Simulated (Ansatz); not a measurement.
# A hypothetical structure for YAlBMo

This structure for YAlBMo is made up. Its elements were placed in a known structure type with a cell scaled to their sizes. What cell does the guess relax to, and how far off was it?

Program: Ansatz 0.2.0. Level of theory: DFT, PBE, plane-wave PAW, default files, scalar-relativistic, no spin, cell and ions relaxed at zero pressure, in the first sound run; inputs show where later runs differ. Results are calculated unless marked as measured.

## 1. Starting point

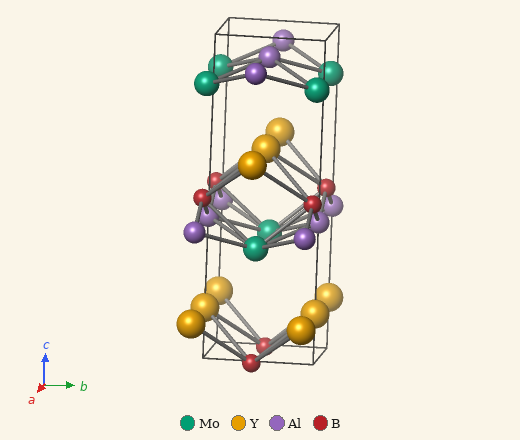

The cell as given, slightly off an axis (molybdenum teal, yttrium orange, aluminium purple, boron red). 2×1×1 cells are drawn. This picture shows the conventional cell, with its axes. Some periodic images of atoms are drawn too.

Coordinates:

```cif
data_structure
_symmetry_space_group_name_H-M 'Amm2'
_symmetry_Int_Tables_number 38
_cell_length_a 3.3180
_cell_length_b 3.5570
_cell_length_c 10.5130
_cell_angle_alpha 90.000
_cell_angle_beta 90.000
_cell_angle_gamma 90.000
_cell_volume 124.08
loop_
_atom_site_label
_atom_site_type_symbol
_atom_site_symmetry_multiplicity
_atom_site_Wyckoff_symbol
_atom_site_fract_x
_atom_site_fract_y
_atom_site_fract_z
_atom_site_occupancy
Mo1 Mo 2 b 0.50000 0.50000 0.37350 1
Y1 Y 2 a 0.00000 0.00000 0.15670 1
Al1 Al 2 a 0.00000 0.00000 0.43930 1
B1 B 2 b 0.50000 0.50000 0.02030 1
```

## 2. Relaxation of the guess

The guessed cell has no reason to be at equilibrium. It is relaxed with the atoms, within the space group of the guess.

Contents of input.yaml:

```yaml
crystal:
  lattice:
    - [3.318, 0.0, 0.0]
    - [0.0, 1.7785, 5.2565]
    - [0.0, -1.7785, 5.2565]
  atoms:
    - { symbol: Mo, position: [0.5, 0.8735, 0.8735] }
    - { symbol: "Y", position: [0.0, 0.1567, 0.1567] }
    - { symbol: Al, position: [0.0, 0.4393, 0.4393] }
    - { symbol: B, position: [0.5, 0.5203, 0.5203] }
kpoints:
  mp_grid: { grid: [8, 8, 8] }
scf:
  occupations: { method: fermi_dirac, width: 0.05 }
hamiltonian:
  xc: pbe
  pseudopotentials: { kind: paw }
relax:
  f_tol: 0.015
  max_steps: 70
  cell: {}
output:
  forces: true
  stress: true
```

Started as:

```console
$ ansatz run input.yaml --threads 4 --pin off --max-ram 8192MiB --backend cpu --events-out ev --progress --plain --runs-dir out
```

Numbers of over 12 decimals in the logs are rounded to 6 here.

Output:

```text
Engine: ansatz 0.2.0, aarch64-unknown-linux-gnu
Pseudopotentials: kind: paw
Pseudopotential: Mo, paw, valence charge 14, recommended cutoff 420 eV (normal), Mo.paw.azcp
Pseudopotential: Y, paw, valence charge 11, recommended cutoff 420 eV (normal), Y.paw.azcp
Pseudopotential: Al, paw, valence charge 3, recommended cutoff 420 eV (normal), Al.paw.azcp
Pseudopotential: B, paw, valence charge 3, recommended cutoff 420 eV (normal), B.paw.azcp
Functional definition: PBE
  parameter kappa = 0.804
  parameter beta = 0.066725
  exchange = pbe_x(kappa = kappa, mu = beta*pi^2/3)
  correlation = pbe_c(beta = beta)
Crystal: 4 atoms, lattice volume = 62.038 Å³
Basis set: ecut = 420 eV, 1211 PW (Γ), exchange–correlation on 48×80×80 points (8 copies of the dense FFT grid, shifted against one another)
Bands: 20, of which v1, the nominal top of the filled ones, is band 16 counted from 1 (15 counted from 0)
Symmetry: 4 space group operations
Space group: Amm2 (ITA 38), of the structure as read, at distance tolerance 4.0e-5 Å
k-points: 105 of 512 (time reversal used)
Non-local potential: Mo, projectors of the file, l = 0: 3, l = 1: 2, l = 2: 2, l = 3: 1
Non-local potential: Y, projectors of the file, l = 0: 3, l = 1: 2, l = 2: 2, l = 3: 1
Non-local potential: Al, projectors of the file, l = 0: 2, l = 1: 2, l = 2: 1
Non-local potential: B, projectors of the file, l = 0: 2, l = 1: 2, l = 2: 1
PAW form: soft (Blöchl's): semilocal exchange-correlation on the pseudo side does not see the compensation charge
PAW one-centre angular grid: Mo, 590 points (default); XC on 64 Gauss nodes
PAW one-centre angular grid: Y, 590 points (default); XC on 64 Gauss nodes
PAW one-centre angular grid: Al, 110 points (default); XC on 64 Gauss nodes
PAW one-centre angular grid: B, 110 points (default); XC on 64 Gauss nodes
Initial density: superposition of atomic densities (neutral atoms: chi_scale 0, normalization atom), corrected by the library's trained network
Initial wavefunctions: pseudopotential atomic-orbital guess
Functional: x = pbe(κ = 0.804, μ = 0.219515), c = pbe(β = 0.066725)
SCF iter   1: F=—  HF=-9497.554198 eV  |F-HF|=—  |Δ(HF+E_count)|=         —  Δρ=4.40e-3  dr2=1.47e-2  ethr=1.77e-3  ⟨swp⟩=5.9  Hψ=10010  notcnv=0
preconditioner: auto → Kerker (q_TF=auto, 2.430 Å⁻¹)  [metal: Δε(μ)=0.008 eV  Ē_g=5.341 eV  σ=0.050 eV  W_gap=0.04  n_scr=14 (ndim 8)  ℏωp=18.3 eV  f_vac=0.000  D(μ)=2.67/eV (n_scr^D=26)]
SCF iter   2: F=—  HF=-9497.553054 eV  |F-HF|=—  |Δ(HF+E_count)|=   1.14e-3  Δρ=2.62e-3  dr2=5.58e-3  ethr=4.73e-5  ⟨swp⟩=1.3  Hψ=2986  notcnv=0
SCF iter   3: F=—  HF=-9497.552187 eV  |F-HF|=—  |Δ(HF+E_count)|=   8.67e-4  Δρ=3.70e-4  dr2=1.19e-4  ethr=1.80e-5  ⟨swp⟩=2.0  Hψ=2740  notcnv=0
SCF iter   4: F=—  HF=-9497.552170 eV  |F-HF|=—  |Δ(HF+E_count)|=   1.68e-5  Δρ=1.04e-4  dr2=7.80e-6  ethr=3.84e-7  ⟨swp⟩=2.5  Hψ=3111  notcnv=0
SCF iter   5: F=—  HF=-9497.552136 eV  |F-HF|=—  |Δ(HF+E_count)|=   3.45e-5  Δρ=2.06e-5  dr2=2.91e-7  ethr=2.52e-8  ⟨swp⟩=2.5  Hψ=3040  notcnv=0
SCF iter   6: F=-9497.552136 eV  HF=-9497.552136 eV  |F-HF|=1.96e-9  |Δ(HF+E_count)|=   3.01e-9  Δρ=3.85e-6  dr2=9.73e-9  ethr=3.23e-10  ⟨swp⟩=4.0  Hψ=6710  notcnv=0
SCF 1 converged in 6 iterations: F = -9497.552136 eV  dr2 = 9.73e-9
  greatest PAW one-centre occupation: 0.998 electrons in one spin orbital (limit 2), on the Mo atom at site 0 (counted from 0), in its partial waves of l = 0
relax step   1: F+E_penalty+E_count = -9497.55213596 eV  Δ(F+E_penalty+E_count) = +0.000e0 eV  max|allowed force component| = 3.456e0 eV/Å  Δτ_max = 0.0000 Å  P = +16.458 GPa  Ω = 62.038 Å³  (6 SCF iters, dr2 threshold 1.00e-7 eV, accepted)
Crystal: 4 atoms, lattice volume = 64.808 Å³
Basis set: ecut = 420 eV, 1255 PW (Γ), exchange–correlation on 48×80×80 points (8 copies of the dense FFT grid, shifted against one another)
Initial density: handed on by an earlier stage of this run
Initial wavefunctions: those handed on with the density
iter 1 solved again at ethr=7.29e-4 eV; its pass at ethr=3.10e-3 eV (dr2=2.26e-1 eV) is discarded
SCF iter   1: F=—  HF=-9498.271442 eV  |F-HF|=—  |Δ(HF+E_count)|=         —  Δρ=1.34e-2  dr2=2.27e-1  ethr=7.29e-4  ⟨swp⟩=1.0  Hψ=13271  notcnv=0
preconditioner: auto → Kerker (q_TF=auto, 2.413 Å⁻¹)  [metal: Δε(μ)=0.022 eV  Ē_g=5.132 eV  σ=0.050 eV  W_gap=0.11  n_scr=14 (ndim 8)  ℏωp=17.9 eV  f_vac=0.000  D(μ)=3.06/eV (n_scr^D=26)]
SCF iter   2: F=—  HF=-9498.241977 eV  |F-HF|=—  |Δ(HF+E_count)|=   2.95e-2  Δρ=6.88e-3  dr2=5.79e-2  ethr=7.29e-4  ⟨swp⟩=1.0  Hψ=2100  notcnv=0
SCF iter   3: F=—  HF=-9498.231567 eV  |F-HF|=—  |Δ(HF+E_count)|=   1.04e-2  Δρ=8.33e-4  dr2=5.43e-4  ethr=1.87e-4  ⟨swp⟩=2.0  Hψ=3302  notcnv=0
SCF iter   4: F=—  HF=-9498.231504 eV  |F-HF|=—  |Δ(HF+E_count)|=   6.28e-5  Δρ=1.67e-4  dr2=2.35e-5  ethr=1.75e-6  ⟨swp⟩=2.2  Hψ=3059  notcnv=0
SCF iter   5: F=—  HF=-9498.231440 eV  |F-HF|=—  |Δ(HF+E_count)|=   6.42e-5  Δρ=3.52e-5  dr2=1.15e-6  ethr=7.56e-8  ⟨swp⟩=2.4  Hψ=3025  notcnv=0
SCF iter   6: F=-9498.231440 eV  HF=-9498.231440 eV  |F-HF|=1.78e-8  |Δ(HF+E_count)|=   2.17e-7  Δρ=7.46e-6  dr2=3.90e-8  ethr=1.29e-9  ⟨swp⟩=4.0  Hψ=6617  notcnv=0
SCF 2 converged in 6 iterations: F = -9498.231440 eV  dr2 = 3.90e-8
relax step   2: F+E_penalty+E_count = -9498.23143967 eV  Δ(F+E_penalty+E_count) = -6.793e-1 eV  max|allowed force component| = 2.221e0 eV/Å  Δτ_max = 0.0412 Å  P = +6.592 GPa  Ω = 64.808 Å³  energy of the carried Pulay correction = -1.148e-3 eV  (6 SCF iters, dr2 threshold 4.00e-7 eV, accepted)
Crystal: 4 atoms, lattice volume = 64.342 Å³
Basis set: ecut = 420 eV, 1237 PW (Γ), exchange–correlation on 48×80×80 points (8 copies of the dense FFT grid, shifted against one another)
iter 1 solved again at ethr=1.59e-3 eV; its pass at ethr=3.10e-3 eV (dr2=4.93e-1 eV) is discarded
SCF iter   1: F=—  HF=-9498.577184 eV  |F-HF|=—  |Δ(HF+E_count)|=         —  Δρ=1.68e-2  dr2=4.95e-1  ethr=1.59e-3  ⟨swp⟩=1.0  Hψ=14680  notcnv=0
preconditioner: auto → Kerker (q_TF=auto, 2.416 Å⁻¹)  [metal: Δε(μ)=0.043 eV  Ē_g=5.041 eV  σ=0.050 eV  W_gap=0.21  n_scr=12 (ndim 8)  ℏωp=17.9 eV  f_vac=0.000  D(μ)=1.76/eV (n_scr^D=12)]
SCF iter   2: F=—  HF=-9498.510428 eV  |F-HF|=—  |Δ(HF+E_count)|=   6.68e-2  Δρ=9.11e-3  dr2=1.55e-1  ethr=1.59e-3  ⟨swp⟩=1.0  Hψ=2101  notcnv=0
SCF iter   3: F=—  HF=-9498.478005 eV  |F-HF|=—  |Δ(HF+E_count)|=   3.24e-2  Δρ=1.41e-3  dr2=3.38e-3  ethr=5.01e-4  ⟨swp⟩=2.0  Hψ=3282  notcnv=0
SCF iter   4: F=—  HF=-9498.477089 eV  |F-HF|=—  |Δ(HF+E_count)|=   9.16e-4  Δρ=3.02e-4  dr2=7.11e-5  ethr=1.09e-5  ⟨swp⟩=2.3  Hψ=3566  notcnv=0
SCF iter   5: F=—  HF=-9498.477071 eV  |F-HF|=—  |Δ(HF+E_count)|=   1.81e-5  Δρ=5.59e-5  dr2=2.23e-6  ethr=2.29e-7  ⟨swp⟩=2.0  Hψ=2858  notcnv=0
SCF iter   6: F=-9498.477071 eV  HF=-9498.477071 eV  |F-HF|=2.83e-8  |Δ(HF+E_count)|=   1.02e-7  Δρ=1.21e-5  dr2=1.10e-7  ethr=1.29e-9  ⟨swp⟩=4.0  Hψ=7141  notcnv=0
SCF 3 converged in 6 iterations: F = -9498.477071 eV  dr2 = 1.10e-7
relax step   3: F+E_penalty+E_count = -9498.47707126 eV  Δ(F+E_penalty+E_count) = -2.456e-1 eV  max|allowed force component| = 1.573e0 eV/Å  Δτ_max = 0.1012 Å  P = +3.207 GPa  Ω = 64.342 Å³  energy of the carried Pulay correction = -9.581e-4 eV  (6 SCF iters, dr2 threshold 4.00e-7 eV, accepted)
[... from here on, the SCF cycles and remarks between the steps are left out ...]
relax step   4: F+E_penalty+E_count = -9498.62887337 eV  Δ(F+E_penalty+E_count) = -1.518e-1 eV  max|allowed force component| = 4.031e-1 eV/Å  Δτ_max = 0.1403 Å  P = +0.487 GPa  Ω = 65.781 Å³  energy of the carried Pulay correction = -1.539e-3 eV  (6 SCF iters, dr2 threshold 4.00e-7 eV, accepted)
relax step   5: F+E_penalty+E_count = -9498.63646364 eV  Δ(F+E_penalty+E_count) = -7.590e-3 eV  max|allowed force component| = 2.686e-1 eV/Å  Δτ_max = 0.0451 Å  P = -0.541 GPa  Ω = 65.713 Å³  energy of the carried Pulay correction = -1.512e-3 eV  (6 SCF iters, dr2 threshold 4.00e-7 eV, accepted)
relax step   6: F+E_penalty+E_count = -9498.64657391 eV  Δ(F+E_penalty+E_count) = -1.011e-2 eV  max|allowed force component| = 9.747e-2 eV/Å  Δτ_max = 0.0216 Å  P = -0.120 GPa  Ω = 65.709 Å³  energy of the carried Pulay correction = -1.510e-3 eV  (6 SCF iters, dr2 threshold 4.00e-7 eV, accepted)
relax step   7: F+E_penalty+E_count = -9498.64753762 eV  Δ(F+E_penalty+E_count) = -9.637e-4 eV  max|allowed force component| = 2.672e-2 eV/Å  Δτ_max = 0.0136 Å  P = +0.163 GPa  Ω = 65.704 Å³  energy of the carried Pulay correction = -1.508e-3 eV  (6 SCF iters, dr2 threshold 4.00e-7 eV, accepted)
relax step   8: F+E_penalty+E_count = -9498.64757310 eV  Δ(F+E_penalty+E_count) = -3.548e-5 eV  max|allowed force component| = 9.935e-4 eV/Å  Δτ_max = 0.0016 Å  P = -0.005 GPa  Ω = 65.791 Å³  energy of the carried Pulay correction = -1.543e-3 eV  (6 SCF iters, dr2 threshold 6.90e-8 eV, accepted)
relax step   9: F+E_penalty+E_count = -9498.65110137 eV  Δ(F+E_penalty+E_count) = -3.528e-3 eV  max|allowed force component| = 3.850e-3 eV/Å  Δτ_max = 0.0000 Å  P = +0.049 GPa  Ω = 65.791 Å³  stress off target by 1.36e-1 GPa  SCF on the basis re-selected at this cell (its energy is not comparable with the rows above)  (6 SCF iters)
relax step  10: F+E_penalty+E_count = -9498.65111006 eV  Δ(F+E_penalty+E_count) = -8.695e-6 eV  max|allowed force component| = 1.492e-3 eV/Å  Δτ_max = 0.0010 Å  P = +0.004 GPa  Ω = 65.819 Å³  energy of the carried Pulay correction = -9.344e-6 eV  (6 SCF iters, dr2 threshold 4.62e-8 eV, accepted)
iter 1 solved again at ethr=1.08e-7 eV; its pass at ethr=3.10e-3 eV (dr2=3.34e-5 eV) is discarded
SCF iter   1: F=—  HF=-9498.651176 eV  |F-HF|=—  |Δ(HF+E_count)|=         —  Δρ=1.70e-5  dr2=5.74e-9  ethr=1.08e-7  ⟨swp⟩=3.1  Hψ=15065  notcnv=0
eigensolver tolerance schedule: the retry pair's looser diagonalisation over-reported the residual by 5810.79 of it (diagonalisation noise at 0.25 of the residual, at the tolerance the schedule requests for it); recorded, not acted on — ethr = c·dr2/N_el stays at c = 1.0e-1
preconditioner: auto → Kerker (q_TF=auto, 2.407 Å⁻¹)  [metal: Δε(μ)=0.019 eV  Ē_g=5.066 eV  σ=0.050 eV  W_gap=0.09  n_scr=12 (ndim 8)  ℏωp=17.7 eV  f_vac=0.000  D(μ)=1.79/eV (n_scr^D=12)]
SCF iter   2: F=—  HF=-9498.651119 eV  |F-HF|=—  |Δ(HF+E_count)|=   5.73e-5  Δρ=8.60e-6  dr2=1.35e-9  ethr=1.85e-11  ⟨swp⟩=3.0  Hψ=4308  notcnv=0
SCF iter   3: F=—  HF=-9498.651119 eV  |F-HF|=—  |Δ(HF+E_count)|=   1.45e-7  Δρ=3.40e-6  dr2=2.41e-10  ethr=4.37e-12  ⟨swp⟩=1.0  Hψ=2100  notcnv=0
iter 4 did not close the SCF: its close was put off for the readings that it lacked (scf_convergence_deferred on its scf_iter line)
SCF iter   4: F=-9498.651119 eV  HF=-9498.651119 eV  |F-HF|=3.64e-12  |Δ(HF+E_count)|=   2.66e-8  Δρ=9.73e-8  dr2=6.14e-12  ethr=1.00e-12  ⟨swp⟩=1.0  Hψ=2100  notcnv=0
iter 5 did not close the SCF: its close was put off for the readings that it lacked (scf_convergence_deferred on its scf_iter line)
SCF iter   5: F=-9498.651119 eV  HF=-9498.651119 eV  |F-HF|=1.82e-12  |Δ(HF+E_count)|=  3.64e-12  Δρ=4.96e-8  dr2=1.40e-12  ethr=1.00e-12  ⟨swp⟩=1.0  Hψ=2100  notcnv=0
iter 6 did not close the SCF: its close was put off for the readings that it lacked (scf_convergence_deferred on its scf_iter line)
SCF iter   6: F=-9498.651119 eV  HF=-9498.651119 eV  |F-HF|=1.82e-12  |Δ(HF+E_count)|=  3.64e-12  Δρ=1.78e-8  dr2=1.45e-13  ethr=1.00e-12  ⟨swp⟩=1.0  Hψ=2100  notcnv=0
iter 7 did not close the SCF: its close was put off for the readings that it lacked (scf_convergence_deferred on its scf_iter line)
SCF iter   7: F=-9498.651119 eV  HF=-9498.651119 eV  |F-HF|=1.82e-12  |Δ(HF+E_count)|=  1.82e-12  Δρ=7.20e-9  dr2=2.39e-14  ethr=1.00e-12  ⟨swp⟩=1.0  Hψ=2100  notcnv=0
SCF iter   8: F=-9498.651119 eV  HF=-9498.651119 eV  |F-HF|=0.00e0  |Δ(HF+E_count)|=  3.64e-12  Δρ=2.11e-9  dr2=2.13e-15  ethr=1.00e-12  ⟨swp⟩=1.0  Hψ=4620  notcnv=0
SCF 11 converged in 8 iterations: F = -9498.651119 eV  dr2 = 2.13e-15
relax step  11: F+E_penalty+E_count = -9498.65111905 eV  Δ(F+E_penalty+E_count) = -8.986e-6 eV  max|allowed force component| = 1.488e-3 eV/Å  Δτ_max = 0.0000 Å  P = +0.004 GPa  Ω = 65.819 Å³  stress off target by 1.54e-2 GPa  SCF on the basis re-selected at this cell (its energy is not comparable with the rows above)  (8 SCF iters)
basis re-selected at this cell: Δ(F+E_penalty+E_count) = -8.986e-6 eV, ΔP = -0.000 GPa vs the last step (what re-selecting the basis moved, of the pressure what is left beyond the Pulay correction that the steps carried, after the strain that the cell walked since its last selection, with what the two solves' SCF thresholds leave and, on support functions, any second-order correction that the steps lacked; it is no m [...]
SCF converged after 8 iterations
Free energy (F): -9498.651119 eV
Harris-Foulkes:  -9498.651119 eV  (|F-HF|=0.00e0)
Internal energy: -9498.636345 eV  (E = F + TS)
E sigma→0 (E₀):  -9498.643732 eV
Entropy (-TS):   -0.014774 eV (-3.694 meV/atom)
Fermi energy:    12.105994 eV
--- Per-component energies (eV) ---
  E_band       = -209.495195
  E_kinetic    = 817.024715
  E_local      = -1751.577480  (includes V_loc(G=0)·N_el)
  E_nonlocal   = 216.107537
  E_hartree    = 604.300817
  E_xc         = -429.017160
  E_vxc        = -495.543138  (∫ρ·V_xc dr)
  E_paw        = -6573.272296  (= ΣΔE_a)
  E_vpaw       = -204.108500  (= ΣTr[D̂ρ^β])
  E_aug_tail   = 0.000039  (compensation charges beyond the density's cutoff)
  E_ewald      = -2382.202516
  E_smearing   = -0.014774  (= −TS)
  E_closure    = 0.000000  (closes the sum)
  Σ components = -9498.651119   (vs F -9498.651119, Δ=0.00e0)
--- Forces (eV/Å), atoms counted from 1 ---
  atom   1  Mo    -0.00000000     0.00000000     0.00043043
  atom   2  Y      0.00000000     0.00000000     0.00148778
  atom   3  Al     0.00000000    -0.00000000    -0.00061859
  atom   4  B     -0.00000000     0.00000000    -0.00129942
  max |Σ_I F_I| component: 1.98e-7 eV/Å
--- Stress (GPa, compression-positive) ---
       -0.004628       0.000000      -0.000000
        0.000000       0.015374      -0.000000
       -0.000000      -0.000000       0.000407
  P = ⅓ Tr σ = 0.0037 GPa (0.037 kbar)
--- Relaxed structure (9 steps of the walk, 9 accepted, 2 SCFs on fresh bases) ---
  F+E_penalty+E_count = -9498.65111905 eV   max|allowed force component| = 1.488e-3 eV/Å   (the final SCF, on the basis selected at the relaxed cell)
  cell:  # Å, volume = 65.8194 Å³
    - [3.631237, 0.0, 0.0]
    - [0.0, 1.749861, 5.179240]
    - [0.0, -1.749861, 5.179240]
  atoms:
    - { symbol: Mo, position: [0.5, 0.873982, 0.873982] }
    - { symbol: Y, position: [0.0, 0.150780, 0.150780] }
    - { symbol: Al, position: [0.0, 0.425867, 0.425867] }
    - { symbol: B, position: [0.5, 0.539170, 0.539170] }
```

It took 29 s on 4 threads of Arm Neoverse V2, shared host; peak memory 0.51 GiB; 1.9 min of CPU time.

Step by step:

| step | energy less that of the first step (eV) | largest force component (eV/Å) | pressure (GPa) | volume (Å³) |
| --- | --- | --- | --- | --- |
| 1 | 0.0000 | 3.4558 | 16.46 | 62.04 |
| 2 | -0.6793 | 2.2215 | 6.59 | 64.81 |
| 3 | -0.9249 | 1.5732 | 3.21 | 64.34 |
| 4 | -1.0767 | 0.4031 | 0.49 | 65.78 |
| 5 | -1.0843 | 0.2686 | -0.54 | 65.71 |
| 6 | -1.0944 | 0.0975 | -0.12 | 65.71 |
| 7 | -1.0954 | 0.0267 | 0.16 | 65.70 |
| 8 | -1.0954 | 0.0010 | -0.01 | 65.79 |
| 9* | -1.0990 | 0.0039 | 0.05 | 65.79 |
| 10 | -1.0990 | 0.0015 | 0.00 | 65.82 |
| 11* | -1.0990 | 0.0015 | 0.00 | 65.82 |

Relaxation steps marked * repeat the geometry before them on a plane-wave basis chosen anew for their cell, so energy and pressure can jump there.

The run keeps the 4 symmetry operations that it works with, so distortions that break them were not tested.

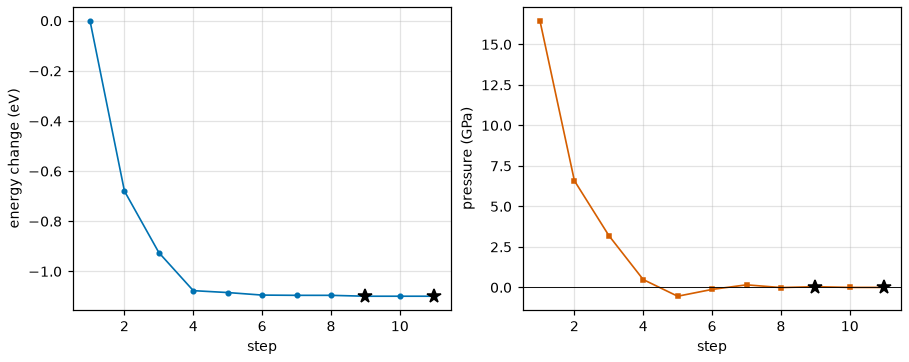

Energy and pressure along the relaxation. Stars mark steps on a basis chosen anew.

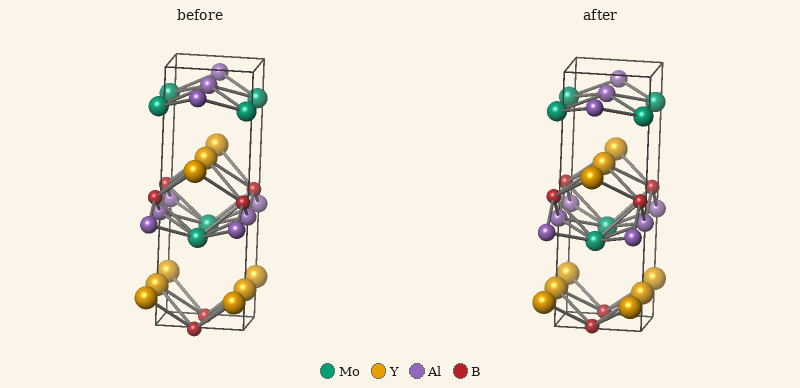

Before and after, at one scale.

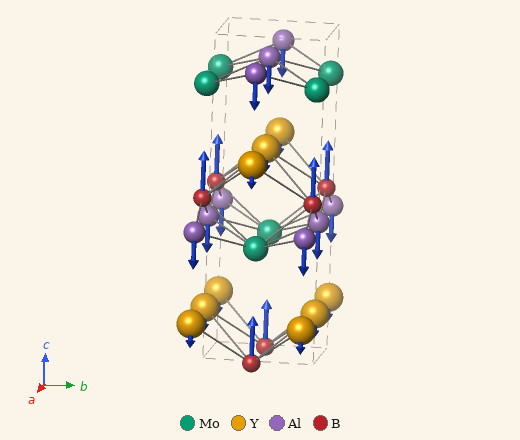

Displacements in the relaxation, exaggerated, measured against the changing cell; the longest in the cell stands for 0.20 Å. 2×1×1 conventional cells are drawn. Some periodic images of atoms are drawn too.

| conventional cell, symmetrised | before | after | change |
| --- | --- | --- | --- |
| a (Å) | 3.318 | 3.631 | +9.4 % |
| b (Å) | 3.557 | 3.500 | -1.6 % |
| c (Å) | 10.513 | 10.358 | -1.5 % |
| volume (Å³/atom) | 15.51 | 16.45 | +6.1 % |

The atoms that moved most (Å, as changes of fractional coordinates times the final cell):

| atom | dx | dy | dz | length |
| --- | --- | --- | --- | --- |
| B4 | 0.000 | 0.000 | 0.195 | 0.195 |
| Al3 | 0.000 | 0.000 | -0.139 | 0.139 |
| Y2 | 0.000 | 0.000 | -0.061 | 0.061 |

The relaxed structure:

```cif
data_structure
_symmetry_space_group_name_H-M 'P 1'
_symmetry_Int_Tables_number 1
_cell_length_a 3.6312
_cell_length_b 5.4669
_cell_length_c 5.4669
_cell_angle_alpha 37.336
_cell_angle_beta 90.000
_cell_angle_gamma 90.000
_cell_volume 65.82
loop_
_atom_site_label
_atom_site_type_symbol
_atom_site_fract_x
_atom_site_fract_y
_atom_site_fract_z
_atom_site_occupancy
Mo1 Mo 0.50000 0.87398 0.87398 1
Y2 Y 0.00000 0.15078 0.15078 1
Al3 Al 0.00000 0.42587 0.42587 1
B4 B 0.50000 0.53917 0.53917 1
```

Numbers from this step:

- free energy: -9498.6511 eV
- energy at zero smearing: -9498.6437 eV
- smearing term TS: 0.01477 eV
- Fermi energy: 12.11 eV
- electrons: 31
- symmetry operations: 4
- pressure: 0.003718 GPa

The shortest distance of each pair, which need not be the same contact before and after:

| pair | guess (Å) | relaxed (Å) |
| --- | --- | --- |
| Al–B | 1.865 | 2.162 |
| B–Mo | 2.355 | 2.447 |
| Al–Mo | 2.529 | 2.578 |
| B–Y | 2.823 | 2.774 |
| Al–Y | 2.896 | 2.849 |

The relaxation ends with a largest force component of 0.0015 eV/Å and a pressure of 0.00 GPa.

[end of part 1 of 2]

[Logs are printed without paths, hosts, clocks, repeated set-up lines and the standing remarks that a program may print on its own settings, such as how far it seeks lower states.]

[Hosts, paths, dates, database ids (printed as entryN), source tags and the programs' standing remarks are cut or masked in the printed files.]
